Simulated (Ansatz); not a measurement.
## Electronic structure of CH$_{6}$ClSbSi (SMILES C[SiH](Cl)[SbH2]) in real space

```xyz
10

C    -0.8967   -0.1881   -1.0230
Si    0.1282   -0.7876    0.4104
Cl    1.4901   -2.1832   -0.2883
Sb    1.4754    1.0458    1.6114
H    -1.4123   -1.0257   -1.4992
H    -1.6423    0.5296   -0.6715
H    -0.2671    0.3043   -1.7663
H    -0.7234   -1.4922    1.4049
H     0.0611    2.0042    1.7238
H     1.8701    1.7419    0.1007
```

Geometry: PBE0-D4/def2-TZVP; core potentials replace the inner electrons of Sb.

Level of theory: RKS PBE0-D4/def2-TZVPP in Ansatz.

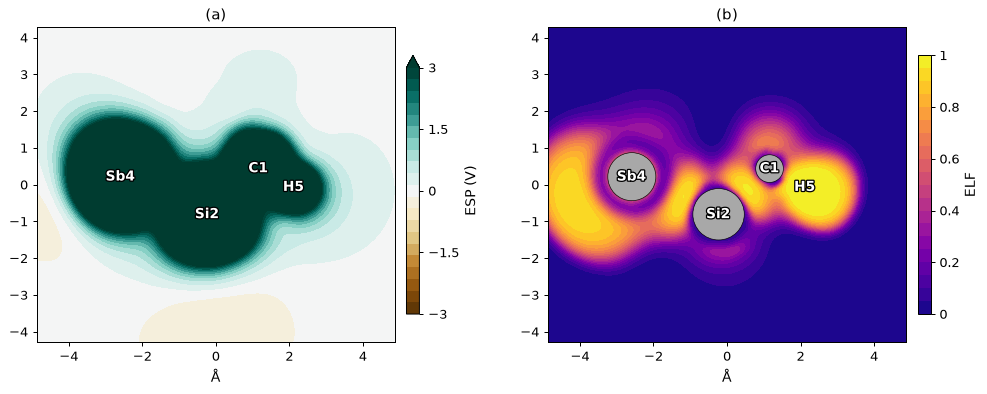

Figure 1. (a) electrostatic potential; (b) electron localisation function on the plane of atoms Si2, C1 and H5. Grey discs cover the atomic cores in the ELF map.

### What do the fields say about this system?

The section cuts through C, Si, Sb and H sites.
C–Si (1.86 Å): the ELF peaks at about 0.95 between the atoms (a covalent bond).
Si–Sb (2.57 Å): the ELF peaks at about 0.95 between the atoms (localised, covalent bonding).
C–H (1.09 Å): the ELF climbs to about 1 towards the hydrogen, as it does in any bond to H: a covalent bond by its length.
Outside the dense part of the molecule the potential is most negative (−0.3 V) near Cl3, which lies off the plane.

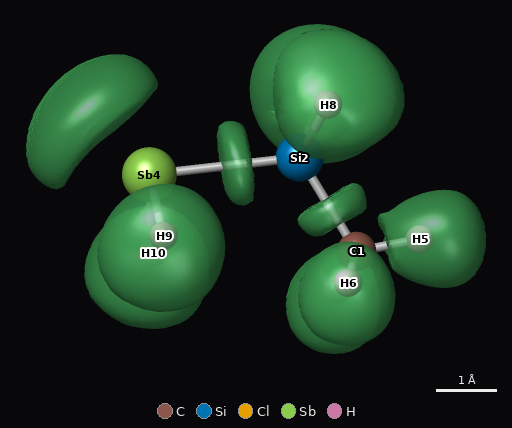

Figure 2. Isosurface of the ELF at 0.8 (green), seen at a tilt. Only the valence region is drawn (cores and ρ < 0.01 e/Å³ removed).

### Describe the localisation domains.

At this value the surface marks out one region between bonded C–Si atoms (shared pairs), one region between bonded Sb–Si atoms (shared pairs), six regions around hydrogen nuclei, one region on Cl in which the atom's valence shell and bonds are merged and one lobe on Sb, pointing away from the bonds (lone pairs). Along the contacts the grid gives the following. Si–Cl (2.07 Å): the ELF peaks at about 0.85 between the atoms: a polar covalent bond.

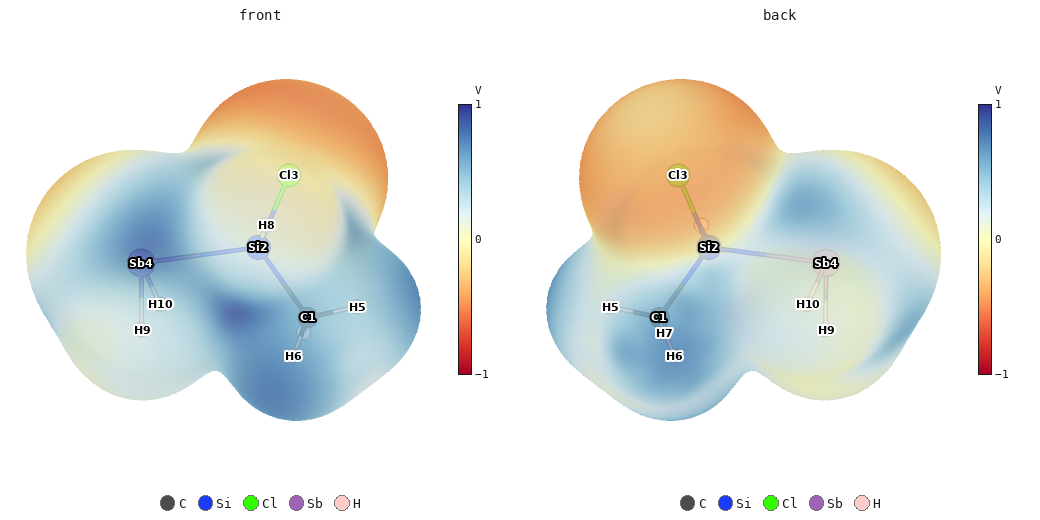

Figure 3. The electrostatic potential painted on the density surface at 0.001 e/bohr³, seen from the front and from behind; the colour scale runs from red (negative) to blue (positive).

### Where is the surface potential most negative and most positive?

The most negative region (about −0.5 V) lies over Cl3, the most positive (about +0.8 V) over Si2, Sb4 and H6.
